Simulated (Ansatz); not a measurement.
**Cl$_{5}$HOW···HCl: density, localisation and related maps**

Input

```
crystal:
  periodic: [false, false, false]
  atoms:
    - { symbol: W, position_ang: [0.0, 0.0, 0.0] }
    - { symbol: O, position_ang: [0.0, 0.0, 2.29] }
    - { symbol: H, position_ang: [-0.9095, -0.2814, 2.6271] }
    - { symbol: Cl, position_ang: [2.39, 0.0, 0.0] }
    - { symbol: Cl, position_ang: [0.0, 2.39, 0.0] }
    - { symbol: Cl, position_ang: [-2.39, 0.0, 0.0] }
    - { symbol: Cl, position_ang: [0.0, -2.39, 0.0] }
    - { symbol: Cl, position_ang: [0.0, 0.0, -2.39] }
    - { symbol: Cl, position_ang: [1.7678, 1.8416, 0.8482] }
    - { symbol: H, position_ang: [0.9192, 0.9576, 2.0562] }
basis:
  gaussian: { orbitals: def2-SVP }
hamiltonian:
  xc: hf
relax:
  f_tol: 0.15
  max_steps: 25
  restrain:
    - { distance: [0, 8], at: 3.59, k: 30.0 }
    - { distance: [9, 1], at: 2.21, k: 30.0 }
    - { distance: [0, 1], at: 1.94, k: 30.0 }
    - { distance: [9, 8], at: 1.37, k: 30.0 }
output:
  orbitals: {}
```

Run with:

```sh
ansatz run input.yaml --threads 4 --pin off --max-ram 5120MiB --backend cpu --events-out ev --progress --plain --runs-dir out
```

The fields are those of the run's last geometry, not of the input's.

Core potentials replace the inner electrons of W; not at a stationary point (largest force 1.6 eV/Å).

The calculation used Ansatz 0.2.0, RHF/def2-SVP.

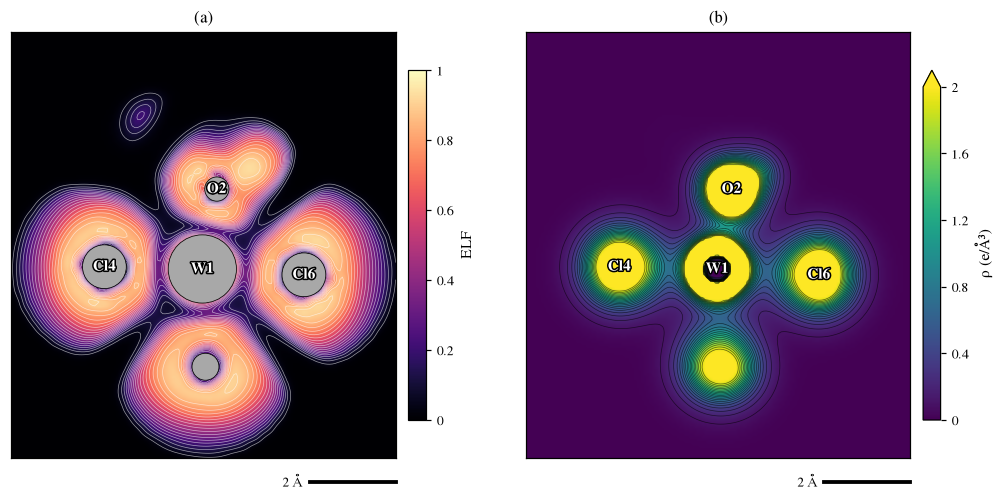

Figure 1. (a) electron localisation function; (b) electron density on the plane of atoms O2, W1 and Cl4. Grey discs cover the atomic cores in the ELF map.

Q: What do the fields say about this system?

A:
- The plane passes through W, O and Cl nuclei.
- W–O (1.89 Å): ρ is about 1.1 e/Å³ halfway; the ELF peaks at about 0.85 in the valence shell of O, 0.6 Å from its nucleus, and drops to about 0.25 between the two atoms.
- W–Cl (2.28 Å): ρ at the midpoint is about 0.74 e/Å³; the ELF peaks at about 0.85 in the valence shell of Cl, 0.9 Å from its nucleus, and is about 0.40 at the midpoint.
- W–Cl (2.37 Å): the density is about 0.65 e/Å³ at the midpoint; the ELF peaks at about 0.85 in the valence shell of Cl, 0.9 Å from its nucleus, and is about 0.50 at the midpoint.

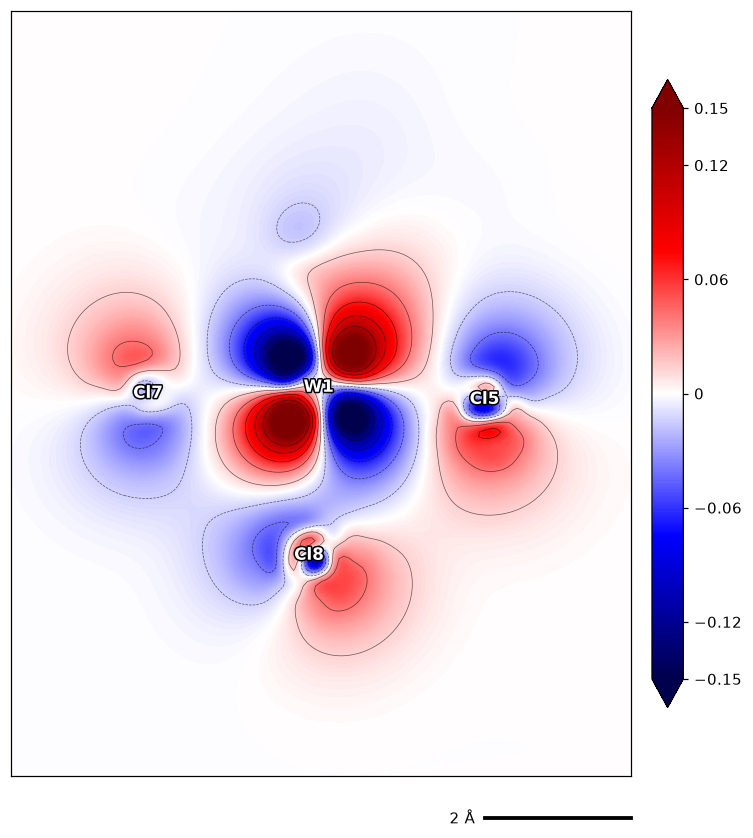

Figure 2. The LUMO on the plane of atoms Cl7, W1 and Cl8 (values in Å⁻³ᐟ²; the overall sign is arbitrary).

Q: Describe this orbital and give its energy.

A: By Hirshfeld shares it lies mainly on W1 (about 65 %), Cl4 (about 10 %), Cl5 (about 10 %), Cl7 (about 5 %) and Cl6 (about 5 %). Its energy is −2.51 eV.

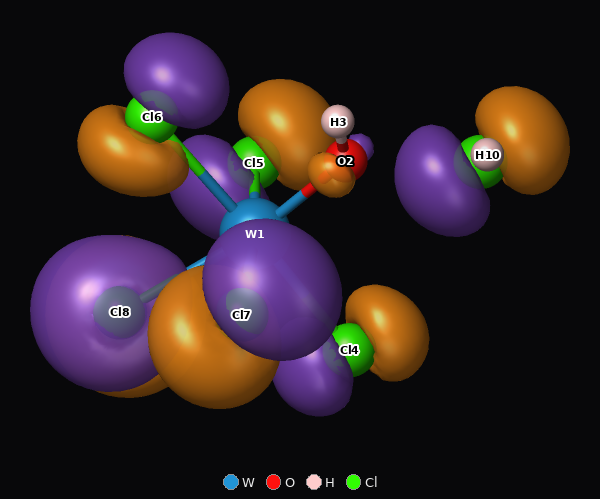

Figure 3. The HOMO−1 at ±0.08 Å⁻³ᐟ² (orange and purple are the two phases), seen at an oblique angle.

Q: What is the character of this orbital?

A: By Hirshfeld shares it lies mainly on Cl8 (about 40 %), Cl7 (about 25 %), Cl5 (about 10 %), Cl9 (about 10 %) and Cl6 (about 10 %); largely a combination of lone pairs on Cl8, Cl7, Cl5, Cl9 and Cl6. Its energy is −12.12 eV.
